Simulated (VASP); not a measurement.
**A VASP study of KNa (r2SCAN): structure first, properties next**

What structure does KNa take at this level, and what are its properties? The steps: relaxing cell and atoms (r2SCAN), second relaxation, density, ELF and potential (r2SCAN), band structure (r2SCAN), total and projected DOS (r2SCAN), field gradients at the nuclei (r2SCAN) and elastic constants (r2SCAN). The cell is invented: it takes the structure of a Materials Project entry for K (space group 225 there), with some of its atoms replaced by other elements, volume scaled by an estimate. It may not be a known or stable phase. Left out of this account: 1 further run (relaxation: a spoilt try).

Method: r2SCAN; plane waves and PAW (K_sv, Na_pv); invented cell, in VASP 6.6.1.

## Step 1: The structure

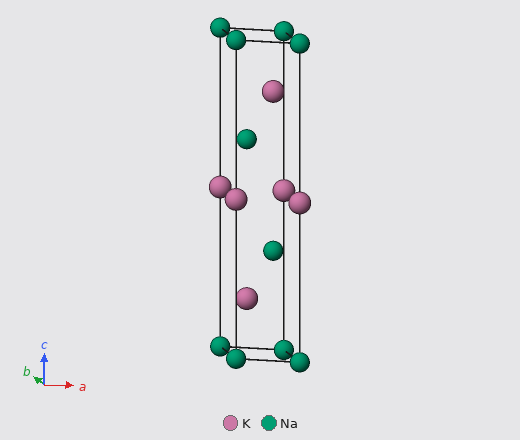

Start, viewed slightly off an axis; potassium pink, sodium teal. This picture shows the conventional cell, with its axes. Some periodic images of atoms are drawn too.

## Step 2: Relaxing cell and atoms (r2SCAN)

The start need not lie at this functional's minimum. ISIF = 3 frees volume, shape and positions, and EDIFFG sets the threshold on forces and stress at which the search stops. r2SCAN adds the kinetic-energy density, costs more than a GGA and is run with LASPH.

File INCAR:

```
SYSTEM = KNa
PREC = Accurate
ENCUT = 400
EDIFF = 1E-06
NELM = 100
ISMEAR = -1
SIGMA = 0.05
LREAL = .FALSE.
ALGO = Normal
METAGGA = R2SCAN
LASPH = .TRUE.
LORBIT = 11
LWAVE = .FALSE.
LCHARG = .FALSE.
IBRION = 2
NSW = 60
ISIF = 3
EDIFFG = -0.01
```

File POSCAR:

```
KNa
1.0
    2.1779970000      1.2574670000      7.1133080000
   -2.1779970000      1.2574670000      7.1133080000
    0.0000000000     -2.5149340000      7.1133080000
K Na
1 1
Direct
    0.5000000000      0.5000000000      0.5000000000
    0.0000000000      0.0000000000      0.0000000000
```

File KPOINTS:

```
Automatic mesh
0
Gamma
5 5 5
0 0 0
```

Potentials, in the order of the species: K_sv and Na_pv (PBE family, release 64).

Command:

```
$ mpirun -np 1 vasp_std
```

Output:

```text
[banner, memory and clock lines left out]
running    1 mpi-ranks, on    1 nodes
 distrk:  each k-point on    1 cores,    1 groups
 distr:  one band on    1 cores,    1 groups

 POSCAR found type information on POSCAR K Na
 POSCAR found :  2 types and       2 ions
|                                                                             |
|               ----> ADVICE to this user running VASP <----                  |
|                                                                             |
|     You enforced a specific xc type in the INCAR file but a different       |
|     [... a line on the potential file left out ...]
|     I HOPE YOU KNOW WHAT YOU ARE DOING!                                     |
|                                                                             |

 LDA part: xc-table for (None), standard interpolation
 POSCAR, INCAR and KPOINTS ok, starting setup
 FFT: planning ... GRIDC
 FFT: planning ... GRID_SOFT
 FFT: planning ... GRID
 WAVECAR not read
 entering main loop
       N       E                     dE             d eps       ncg     rms          rms(c)
DAV:   1     0.759426627210E+02    0.75943E+02   -0.72274E+03   504   0.944E+02
DAV:   2    -0.592412961090E+01   -0.81867E+02   -0.79568E+02   480   0.270E+02
DAV:   3    -0.118466687533E+02   -0.59225E+01   -0.58767E+01   812   0.649E+01
DAV:   4    -0.123429305971E+02   -0.49626E+00   -0.49385E+00   640   0.102E+01
DAV:   5    -0.123544459173E+02   -0.11515E-01   -0.11506E-01   732   0.151E+00    0.224E+00
DAV:   6    -0.948427564311E+01    0.28702E+01   -0.16518E+00   520   0.109E+01    0.892E-01
DAV:   7    -0.949055969453E+01   -0.62841E-02   -0.88997E-02   532   0.260E+00    0.676E-01
DAV:   8    -0.949454006256E+01   -0.39804E-02   -0.28664E-02   524   0.189E+00    0.132E-01
DAV:   9    -0.949463031910E+01   -0.90257E-04   -0.34902E-03   628   0.494E-01    0.639E-02
DAV:  10    -0.949450268630E+01    0.12763E-03   -0.56095E-04   520   0.259E-01    0.332E-02
DAV:  11    -0.949448166764E+01    0.21019E-04   -0.57080E-05   648   0.409E-02    0.116E-02
DAV:  12    -0.949441998220E+01    0.61685E-04   -0.10698E-05   500   0.296E-02    0.413E-03
DAV:  13    -0.949442861071E+01   -0.86285E-05   -0.10376E-06   524   0.651E-03    0.881E-04
DAV:  14    -0.949442988420E+01   -0.12735E-05   -0.70110E-08   280   0.331E-03    0.475E-04
DAV:  15    -0.949442915552E+01    0.72868E-06   -0.20254E-08   276   0.155E-03
   1 F= -.94944292E+01 E0= -.94909834E+01  d E =-.949443E+01
 curvature:   0.00 expect dE= 0.000E+00 dE for cont linesearch  0.000E+00
 trial: gam= 0.00000 g(F)=  0.270E-59 g(S)=  0.330E-02 ort = 0.000E+00 (trialstep = 0.100E+01)
 search vector abs. value=  0.330E-02
 bond charge predicted
       N       E                     dE             d eps       ncg     rms          rms(c)
DAV:   1    -0.951977059519E+01   -0.25341E-01   -0.68236E-01   532   0.128E+01    0.951E-01
DAV:   2    -0.950305352703E+01    0.16717E-01   -0.37045E-02   676   0.253E+00    0.483E-01
DAV:   3    -0.949732323537E+01    0.57303E-02   -0.15851E-02   796   0.149E+00    0.179E-01
DAV:   4    -0.949741631823E+01   -0.93083E-04   -0.57437E-04   568   0.188E-01    0.106E-01
DAV:   5    -0.949750821179E+01   -0.91894E-04   -0.25790E-04   760   0.673E-02    0.171E-02
DAV:   6    -0.949750039047E+01    0.78213E-05   -0.10803E-05   504   0.342E-02    0.972E-03
DAV:   7    -0.949750478763E+01   -0.43972E-05   -0.27735E-06   544   0.137E-02    0.145E-03
DAV:   8    -0.949750622268E+01   -0.14351E-05   -0.27040E-07   232   0.571E-03    0.680E-04
DAV:   9    -0.949750788423E+01   -0.16615E-05   -0.58589E-08   228   0.291E-03    0.380E-04
DAV:  10    -0.949750805600E+01   -0.17177E-06   -0.15581E-08   228   0.919E-04
   2 F= -.94975081E+01 E0= -.94940913E+01  d E =-.307890E-02
 ZBRENT: can't locate minimum, use default step
 trial-energy change:   -0.003079  1 .order   -0.002977   -0.003304   -0.002651
 step:   4.0000(harm=  5.0618)  dis= 0.00000  next Energy=    -9.502791 (dE=-0.836E-02)
 bond charge predicted
       N       E                     dE             d eps       ncg     rms          rms(c)
DAV:   1    -0.971194094304E+01   -0.21443E+00   -0.62269E+00   528   0.383E+01    0.290E+00
DAV:   2    -0.955333669038E+01    0.15860E+00   -0.33670E-01   604   0.773E+00    0.145E+00
DAV:   3    -0.950074302717E+01    0.52594E-01   -0.13294E-01   664   0.450E+00    0.497E-01
DAV:   4    -0.950152001904E+01   -0.77699E-03   -0.10353E-02   692   0.669E-01    0.309E-01
DAV:   5    -0.950209170197E+01   -0.57168E-03   -0.14080E-03   820   0.212E-01    0.468E-02
DAV:   6    -0.950211654010E+01   -0.24838E-04   -0.12304E-04   652   0.137E-01    0.220E-02
DAV:   7    -0.950212905522E+01   -0.12515E-04   -0.17104E-05   608   0.375E-02    0.213E-03
DAV:   8    -0.950213504433E+01   -0.59891E-05   -0.13019E-06   524   0.123E-02    0.165E-03
DAV:   9    -0.950213757556E+01   -0.25312E-05   -0.14675E-07   236   0.314E-03    0.389E-04
DAV:  10    -0.950214045256E+01   -0.28770E-05   -0.52949E-08   240   0.253E-03    0.150E-04
DAV:  11    -0.950214022550E+01    0.22705E-06   -0.16219E-08   240   0.851E-04
   3 F= -.95021402E+01 E0= -.94987988E+01  d E =-.771107E-02
 curvature:  -2.36 expect dE=-0.463E-04 dE for cont linesearch -0.190E-05
 trial: gam=-0.00968 g(F)=  0.215E-59 g(S)=  0.196E-04 ort = 0.516E-04 (trialstep = 0.160E+01)
 search vector abs. value=  0.189E-04
 reached required accuracy - stopping structural energy minimisation
```

Wall time 5.6 min (1 MPI rank of Intel Xeon 6975P-C (Granite Rapids), shared host); peak memory 0.38 GiB.

The logs omit lines about the potential files and the build; timing stands in the text.

Parts of OUTCAR (step 2):

```text
ion  position               nearest neighbor table
   1  0.500  0.500  0.500-
   2  0.000  0.000  0.000-

  LATTYP: Found a trigonal (rhomboedric) cell.
 ALAT       =     7.5448025084
 COS(alpha) =     0.8333333149

 Subroutine GETGRP returns: Found 12 space group operations
 (whereof 12 operations were pure point group operations)

The static configuration has the point symmetry D_3d.

 Found     19 irreducible k-points:

   k-points           NKPTS =     19   k-points in BZ     NKDIM =     19   number of bands    NBANDS=     12

   dimension x,y,z NGX =    50 NGY =   50 NGZ =   50
   dimension x,y,z NGXF=   100 NGYF=  100 NGZF=  100

   ENCUT  =  400.0 eV  29.40 Ry    5.42 a.u.  12.30 12.30 12.30*2*pi/ulx,y,z

   NELECT =      16.0000    total number of electrons

 k-points in reciprocal lattice and weights: Automatic mesh
   0.00000000  0.00000000  0.00000000       0.008
   0.20000000  0.00000000  0.00000000       0.048
   0.40000000 -0.00000000  0.00000000       0.048
   0.20000000  0.20000000  0.00000000       0.048
   0.40000000  0.20000000  0.00000000       0.096
  -0.40000000  0.20000000  0.00000000       0.096
  -0.20000000  0.20000000  0.00000000       0.048
   0.40000000  0.40000000  0.00000000       0.048
  -0.40000000  0.40000000  0.00000000       0.048
[...]
0.40000000  0.40000000  0.40000000       0.016
  -0.40000000  0.40000000  0.40000000       0.048

 average (electrostatic) potential at core
       1 -42.9382       2 -55.7016

 E-fermi :   0.1089

 k-point     1 :       0.0000    0.0000    0.0000
  band No.  band energies     occupation
    ...
      4     -26.2100      2.00000
      5     -16.2082      2.00000
      6     -16.1904      2.00000
      7     -16.1904      2.00000
      8      -2.6770      2.00000
      9       0.6253      0.00007
     10       0.7624      0.00000
     11       5.0797      0.00000
     12       5.0797      0.00000

 k-point     2 :       0.2000    0.0000    0.0000
  band No.  band energies     occupation
    ...
      4     -26.2105      2.00000
      5     -16.2360      2.00000
      6     -16.2011      2.00000
      7     -16.2007      2.00000
      8      -2.1514      2.00000
      9       0.6940      0.00002
     10       1.5379      0.00000
     11       3.8346      0.00000
     12       5.1139      0.00000

 k-point     3 :       0.4000   -0.0000    0.0000
  band No.  band energies     occupation
    ...
      4     -26.2113      2.00000
      5     -16.3083      2.00000
      6     -16.2174      2.00000
      7     -16.1895      2.00000
      8      -0.6656      2.00000
      9       1.3309      0.00000
     10       1.6408      0.00000
     11       2.9009      0.00000
     12       3.2732      0.00000

  Total       -0.0171388     -0.0171388      0.0150573      0.0000000      0.0000000      0.0000000
  in kB       -0.2497730     -0.2497730      0.2194376      0.0000000      0.0000000      0.0000000
  external PRESSURE =      -0.0933695 kB  Pullay stress =       0.0000000 kB

  energy-cutoff  :      400.00
  volume of cell :      109.94
      direct lattice vectors                 reciprocal lattice vectors
     2.140111522  1.235593817  6.929200511     0.233632684  0.134887909  0.048105598
    -2.140111522  1.235593817  6.929200511    -0.233632684  0.134887909  0.048105598
     0.000000000 -2.471187634  6.929200511     0.000000000 -0.269775818  0.048105598

 POSITION                                       TOTAL-FORCE (eV/Angst)
 -----------------------------------------------------------------------------------
      0.00000      0.00000     10.39380        -0.000000     -0.000000     -0.000000
      0.00000      0.00000      0.00000         0.000000      0.000000      0.000000
 -----------------------------------------------------------------------------------
    total drift:                               -0.000000     -0.000000      0.000000

  FREE ENERGIE OF THE ION-ELECTRON SYSTEM (eV)
  ---------------------------------------------------
  free  energy   TOTEN  =        -9.5021402255 eV

  energy  without entropy=       -9.4954574677  energy(sigma->0) =       -9.49879885

 reached required accuracy - stopping structural energy minimisation

 total charge
# of ion       s       p       d       tot
------------------------------------------
    1        1.981   5.660   0.008   7.649
    2        0.078   5.962   0.000   6.040
--------------------------------------------------
tot          2.059  11.622   0.008  13.688

[... 3 further parts left out ...]
```

The k-mesh is coarse for a metal. The PAW data sets were made with PBE, which is usual practice but a small mismatch for other functionals. The run keeps the 12 symmetry operations of its start, so it cannot find a distortion of lower symmetry.

Relaxation path:

```
step  energy less that of the first step (eV)  largest force (eV/Å)  pressure (GPa)  volume (Å³)
   1                                   0.0000                0.0000           -0.29       116.89
   2                                  -0.0031                0.0000           -0.24       115.13
   3                                  -0.0077                0.0000           -0.01       109.94
```

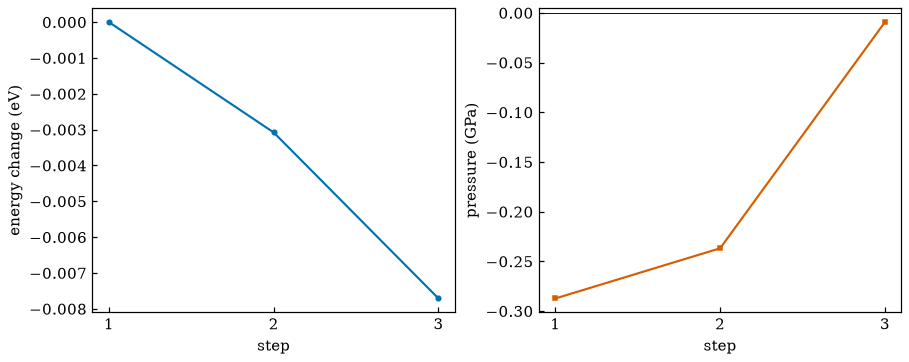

Energy and pressure along the relaxation.

```
conventional cell, symmetrised  before   after  change
                         a (Å)   4.356   4.280  -1.7 %
                         b (Å)   4.356   4.280  -1.7 %
                         c (Å)  21.340  20.788  -2.6 %
              volume (Å³/atom)   58.44   54.97  -5.9 %
```

Final coordinates:

```xyz
2
Lattice="2.1401 1.2356 6.9292 -2.1401 1.2356 6.9292 0.0000 -2.4712 6.9292" Properties=species:S:1:pos:R:3 pbc="T T T"
K     0.0000    0.0000   10.3938
Na    0.0000    0.0000    0.0000
```

This step gave:

| Property | Result |
| --- | --- |
| electrons | 16 |
| bands | 12 |
| irreducible k-points | 19 |
| symmetry operations | 12 |
| free energy (TOTEN) | -9.502 eV |
| energy at zero smearing | -9.499 eV |
| Fermi energy | 0.1089 eV |
| pressure | -0.009337 GPa |
| metallic | yes |
| SCF cycles over all ionic steps | 36 |

It ends with forces that vanish by symmetry and a pressure of -0.01 GPa.

## Step 3: Second relaxation

A relaxation keeps the plane waves of the cell it began with, so it is repeated from the new cell, on a basis made for it.

INCAR is that of step 2.

File POSCAR:

```
KNa
1.0
    2.1401115222      1.2355938172      6.9292005114
   -2.1401115222      1.2355938172      6.9292005114
    0.0000000000     -2.4711876345      6.9292005114
K Na
1 1
Direct
    0.5000000000      0.5000000000      0.5000000000
    0.0000000000      0.0000000000      0.0000000000
```

KPOINTS is that of step 2.

Command:

```
$ mpirun -np 1 vasp_std
```

Output:

```text
[banner, memory and clock lines left out]
running    1 mpi-ranks, on    1 nodes
 distrk:  each k-point on    1 cores,    1 groups
 distr:  one band on    1 cores,    1 groups

 POSCAR found type information on POSCAR K Na
 POSCAR found :  2 types and       2 ions
 [... a notice as in an earlier step ...]

 LDA part: xc-table for (None), standard interpolation
 POSCAR, INCAR and KPOINTS ok, starting setup
 FFT: planning ... GRIDC
 FFT: planning ... GRID_SOFT
 FFT: planning ... GRID
 WAVECAR not read
 entering main loop
       N       E                     dE             d eps       ncg     rms          rms(c)
DAV:   1     0.881658445899E+02    0.88166E+02   -0.71398E+03   472   0.950E+02
DAV:   2    -0.470091190528E+01   -0.92867E+02   -0.88871E+02   472   0.282E+02
DAV:   3    -0.117135036618E+02   -0.70126E+01   -0.68361E+01   776   0.722E+01
DAV:   4    -0.123632177245E+02   -0.64971E+00   -0.64759E+00   696   0.125E+01
DAV:   5    -0.123803002395E+02   -0.17083E-01   -0.17076E-01   696   0.183E+00    0.233E+00
DAV:   6    -0.949272141372E+01    0.28876E+01   -0.16328E+00   528   0.110E+01    0.977E-01
DAV:   7    -0.949773044312E+01   -0.50090E-02   -0.75136E-02   544   0.255E+00    0.702E-01
DAV:   8    -0.949994675050E+01   -0.22163E-02   -0.24040E-02   540   0.179E+00    0.102E-01
DAV:   9    -0.950001264978E+01   -0.65899E-04   -0.27582E-03   636   0.453E-01    0.584E-02
DAV:  10    -0.949987738910E+01    0.13526E-03   -0.41231E-04   592   0.233E-01    0.267E-02
DAV:  11    -0.949983319724E+01    0.44192E-04   -0.25457E-05   652   0.317E-02    0.110E-02
DAV:  12    -0.949976558242E+01    0.67615E-04   -0.88366E-06   488   0.293E-02    0.358E-03
DAV:  13    -0.949977894993E+01   -0.13368E-04   -0.61423E-07   472   0.643E-03    0.711E-04
DAV:  14    -0.949977684221E+01    0.21077E-05   -0.81756E-08   272   0.353E-03    0.373E-04
DAV:  15    -0.949977653793E+01    0.30428E-06   -0.21599E-08   268   0.147E-03
   1 F= -.94997765E+01 E0= -.94964348E+01  d E =-.949978E+01
 curvature:   0.00 expect dE= 0.000E+00 dE for cont linesearch  0.000E+00
 trial: gam= 0.00000 g(F)=  0.242E-58 g(S)=  0.513E-04 ort = 0.000E+00 (trialstep = 0.100E+01)
 search vector abs. value=  0.513E-04
 bond charge predicted
       N       E                     dE             d eps       ncg     rms          rms(c)
DAV:   1    -0.950017550305E+01   -0.39866E-03   -0.10757E-02   540   0.164E+00    0.120E-01
DAV:   2    -0.949991049909E+01    0.26500E-03   -0.58822E-04   664   0.315E-01    0.610E-02
DAV:   3    -0.949981805252E+01    0.92447E-04   -0.25190E-04   820   0.186E-01    0.231E-02
DAV:   4    -0.949982394975E+01   -0.58972E-05   -0.60608E-06   544   0.221E-02    0.137E-02
DAV:   5    -0.949983327698E+01   -0.93272E-05   -0.53561E-06   692   0.989E-03    0.273E-03
DAV:   6    -0.949983260682E+01    0.67016E-06   -0.15183E-07   276   0.439E-03
   2 F= -.94998326E+01 E0= -.94964925E+01  d E =-.560689E-04
 trial-energy change:   -0.000056  1 .order   -0.000042   -0.000051   -0.000033
 step:   2.7740(harm=  2.7740)  dis= 0.00000  next Energy=    -9.499848 (dE=-0.712E-04)
 reached required accuracy - stopping structural energy minimisation
```

It took 2.5 min on 1 MPI rank; peak memory 0.34 GiB.

From OUTCAR (step 3):

```text
  LATTYP: Found a trigonal (rhomboedric) cell.
 ALAT       =     7.3566697041
 COS(alpha) =     0.8307454741

The static configuration has the point symmetry D_3d.

 Found     19 irreducible k-points:

   dimension x,y,z NGX =    48 NGY =   48 NGZ =   48
   dimension x,y,z NGXF=    96 NGYF=   96 NGZF=   96

   ENCUT  =  400.0 eV  29.40 Ry    5.42 a.u.  12.00 12.00 12.00*2*pi/ulx,y,z

   NELECT =      16.0000    total number of electrons

 E-fermi :   0.1142

 k-point     1 :       0.0000    0.0000    0.0000
  band No.  band energies     occupation
    ...
      4     -26.2021      2.00000
      5     -16.2029      2.00000
      6     -16.1848      2.00000
      7     -16.1848      2.00000
      8      -2.6747      2.00000
      9       0.6312      0.00006
     10       0.7680      0.00000
     11       5.0860      0.00000
     12       5.0861      0.00000

 k-point     2 :       0.2000    0.0000    0.0000
  band No.  band energies     occupation
    ...
      4     -26.2027      2.00000
      5     -16.2307      2.00000
      6     -16.1957      2.00000
      7     -16.1952      2.00000
      8      -2.1485      2.00000
      9       0.6997      0.00002
     10       1.5443      0.00000
     11       3.8407      0.00000
     12       5.1223      0.00000

  Total       -0.0171405     -0.0171404     -0.0168357      0.0000000      0.0000000     -0.0000000
  in kB       -0.2502786     -0.2502786     -0.2458289      0.0000000      0.0000000     -0.0000000
  external PRESSURE =      -0.2487953 kB  Pullay stress =       0.0000000 kB

  energy-cutoff  :      400.00
  volume of cell :      109.73
      direct lattice vectors                 reciprocal lattice vectors
     2.138749038  1.234807187  6.924667350     0.233781520  0.134973839  0.048137090
    -2.138749038  1.234807187  6.924667350    -0.233781520  0.134973839  0.048137090
     0.000000000 -2.469614374  6.924667350     0.000000000 -0.269947678  0.048137090

 POSITION                                       TOTAL-FORCE (eV/Angst)
 -----------------------------------------------------------------------------------
      0.00000     -0.00000     10.38700         0.000000      0.000000     -0.000000
      0.00000     -0.00000     20.77400        -0.000000     -0.000000      0.000000
 -----------------------------------------------------------------------------------
    total drift:                                0.000000      0.000000     -0.000000

  FREE ENERGIE OF THE ION-ELECTRON SYSTEM (eV)
  ---------------------------------------------------
  free  energy   TOTEN  =        -9.4998326068 eV

  energy  without entropy=       -9.4931524574  energy(sigma->0) =       -9.49649253

[... 5 parts as in an earlier step ...]

[... 6 further parts left out ...]
```

CONTCAR:

```
KNa
   1.00000000000000
     2.1387490377928260    1.2348071867400345    6.9246673495080833
    -2.1387490377928260    1.2348071867400345    6.9246673495080833
     0.0000000000000000   -2.4696143735799403    6.9246673495080717
  K               Na
     1     1
Direct
     0.5000000000000000    0.5000000000000000    0.5000000000000000
     1.0000000000000000    1.0000000000000000    1.0000000000000000
```

Little changed from the start: no atom moved by 0.005 Å and no cell edge by 0.1 %.

Numbers from this step:

| Quantity | Value |
| --- | --- |
| free energy (TOTEN) | -9.500 eV |
| energy at zero smearing | -9.496 eV |
| Fermi energy | 0.1142 eV |
| pressure | -0.02488 GPa |
| SCF cycles over all ionic steps | 21 |

It ends with forces that vanish by symmetry and a pressure of -0.02 GPa.

(Part 1 of 3 ends here.)

[Lines on the potential files, build, host, timing and source positions are cut from VASP's logs without a mark.]

[Logs are printed without paths, hosts, clocks, repeated set-up lines and the standing remarks that a program may print on its own settings, such as how far it seeks lower states.]

[Hosts, paths, dates, database ids (printed as entryN), source tags and the programs' standing remarks are cut or masked in the printed files.]

[A measured line is paired with the nearest computed mode of its activity, which favours agreement.]
